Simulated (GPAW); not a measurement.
# Convergence study of the k-point mesh at a smearing width of 0.3 eV for Cu (Fm-3m, 1 atom in the cell)

```
CELL_PARAMETERS angstrom
      0.00000     1.81042     1.81042
      1.81042     0.00000     1.81042
      1.81042     1.81042     0.00000
ATOMIC_POSITIONS crystal
  Cu 0.00000 0.00000 0.00000
```

Method of the run: PBE, GPAW PAW datasets PBE (gpaw-data 1.0.1) (plane waves; GPAW 25.7.0).

Base settings: mode = pw; ecut = 800 eV; xc = PBE; kpts = 10 10 10; mesh shift (steps) = 0 0 0; occupations.name = methfessel-paxton; occupations.width = 0.1 eV; occupations.order = 0; nbands = -9; convergence.forces = 0.001 eV/Å.

In this ladder: occupations.width = 0.3 eV.

Only quantities that move along the ladder and can be compared are tabulated.

The count of work is k-points × plane waves × bands × iterations; it is no time. Core times come from one kind of shared machine, to one figure; runs under 30 s give none.

The starting cell has typed, rounded lattice constants, without a prior relaxation at this level. Its lattice was rescaled by up to half a per cent. Spin polarisation is off.

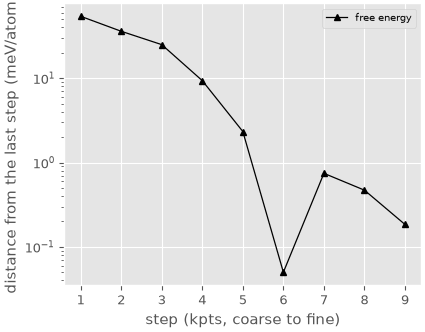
Figure. Distance from the last step along the ladder; very small values are drawn at a floor.

```csv
kpts,free energy less the last step's (meV/atom),pressure (GPa),count of work / last,core time / last (rough)
6 6 6,54.31,2.95,0.012,–
7 7 7,-36.08,1.59,0.013,–
8 8 8,25.05,2.39,0.025,–
10 10 10,9.37,1.90,0.032,–
12 12 12,2.33,1.82,0.053,–
14 14 14,-0.01,1.85,0.078,–
17 17 17,0.75,1.78,0.12,–
21 21 21,0.47,1.80,0.22,0.3
25 25 25,0.18,1.81,0.34,0.4
37 37 37,0.00,1.81,1.0,1
```

Coarsest kpts that holds the pressure within 0.2 GPa of the last step, with all finer ones: 10 10 10, at 0.032 of the last step's count of work; the step before is off by 0.58 GPa.

Coarsest kpts that holds the free energy within 5 meV/atom of the last step, with all finer ones: 12 12 12, at 0.053 of the last step's count of work; the step before is off by 9.4 meV/atom.
